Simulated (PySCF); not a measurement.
# C$_{6}$H$_{8}$OSi (SMILES C=C1C=C(O[SiH3])C1=C): what the fields show

```yaml
atoms:
  - { symbol: C, position_ang: [-2.6109, -1.3057, -0.2262] }
  - { symbol: C, position_ang: [-1.4271, -0.7264, -0.1244] }
  - { symbol: C, position_ang: [-0.0277, -1.1586, 0.0057] }
  - { symbol: C, position_ang: [0.4217, 0.1212, 0.0355] }
  - { symbol: O, position_ang: [1.5976, 0.7197, 0.1385] }
  - { symbol: Si, position_ang: [3.1202, 0.1397, 0.2828] }
  - { symbol: C, position_ang: [-0.9380, 0.6878, -0.0923] }
  - { symbol: C, position_ang: [-1.4769, 1.8922, -0.1516] }
  - { symbol: H, position_ang: [-2.7185, -2.3769, -0.2266] }
  - { symbol: H, position_ang: [-3.5123, -0.7247, -0.3121] }
  - { symbol: H, position_ang: [0.4463, -2.1197, 0.0560] }
  - { symbol: H, position_ang: [3.2392, -0.6651, 1.4985] }
  - { symbol: H, position_ang: [3.8362, 1.4032, 0.3385] }
  - { symbol: H, position_ang: [3.4566, -0.6838, -0.8785] }
  - { symbol: H, position_ang: [-0.8732, 2.7828, -0.1051] }
  - { symbol: H, position_ang: [-2.5408, 2.0232, -0.2501] }
```

Geometry: GFN2-xTB.

Theory: PBE0/pcSseg-1, SCF density, gas phase, non-relativistic in PySCF.

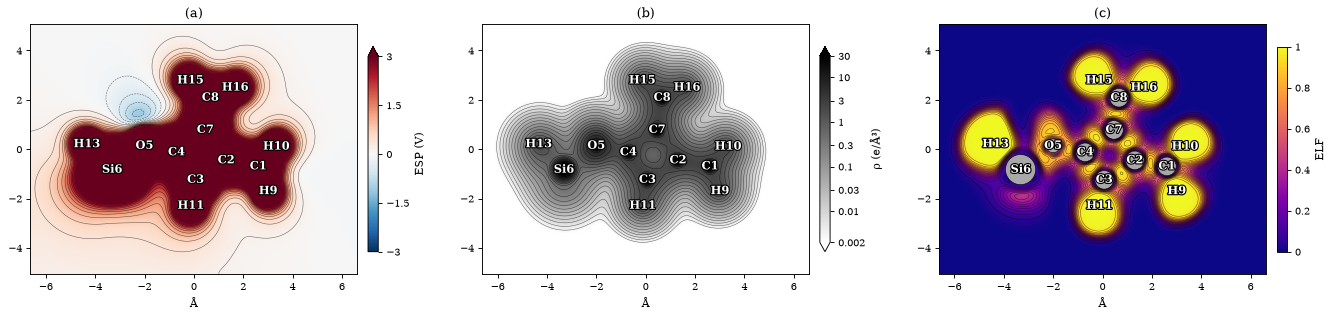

Figure 1. (a) electrostatic potential; (b) electron density; (c) ELF on the plane of atoms O5, Si6 and H13. Grey discs cover the atomic cores in the ELF map.

Describe what can be read from this map.

The plane passes through C, O, Si and H nuclei. C–C (1.32 Å): ρ at the midpoint is about 2.3 e/Å³; the ELF peaks at about 0.95 between the atoms: a multiple bond. C–O (1.32 Å): ρ is about 2.4 e/Å³ halfway; the ELF peaks at about 0.90 between the atoms (a polar covalent bond). Si–O (1.64 Å): ρ is about 1.1 e/Å³ halfway; the ELF peaks at about 0.90 between the atoms; a shared but strongly polarised pair. C–H (1.07 Å): ρ at the midpoint is about 2 e/Å³; the ELF climbs to about 1 towards the hydrogen, as it does in any bond to H; an ordinary covalent bond to hydrogen. C–C (1.47 Å): ρ is about 1.8 e/Å³ halfway; the ELF peaks at about 0.95 between the atoms; a covalent bond. The ELF also peaks beside O5, away from the bonds: lone-pair regions. Outside the dense part of the molecule the potential is most negative (−1.1 V) near O5.

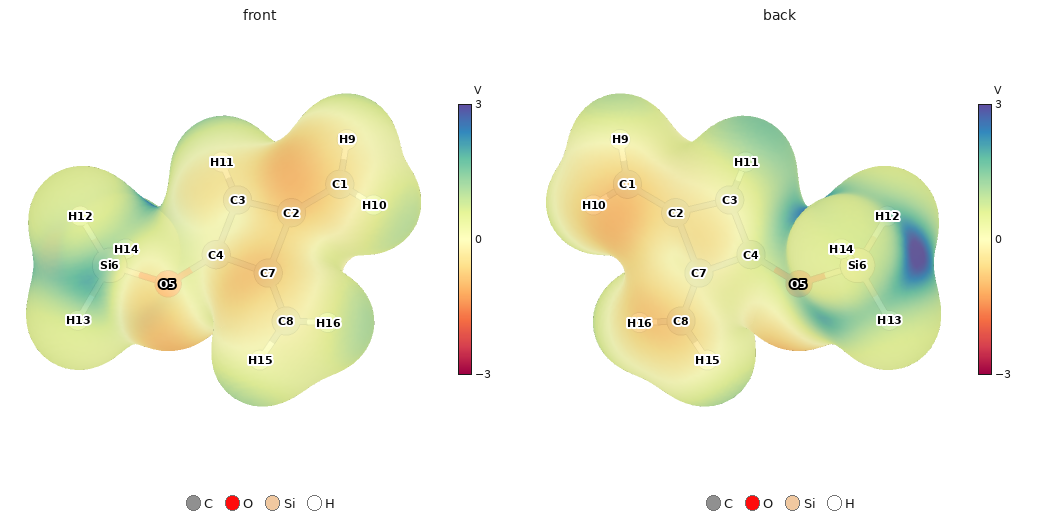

Figure 2. The molecular electrostatic potential painted on the density surface at 0.004 e/bohr³, seen from the front and from behind; the colour scale runs from red (negative) to blue (positive).

Which sites attract a positive test charge, and which a negative one?

A positive charge is drawn to the negative regions and a negative charge to the positive ones. The most negative region (about −1.0 V, or −23 kcal/mol for a unit charge) lies over the π face of C1 and C2, the most positive (about +2.9 V, or +67 kcal/mol for a unit charge) over Si6.

What dipole moment does the calculation give?

Its dipole moment is 1.88 D.
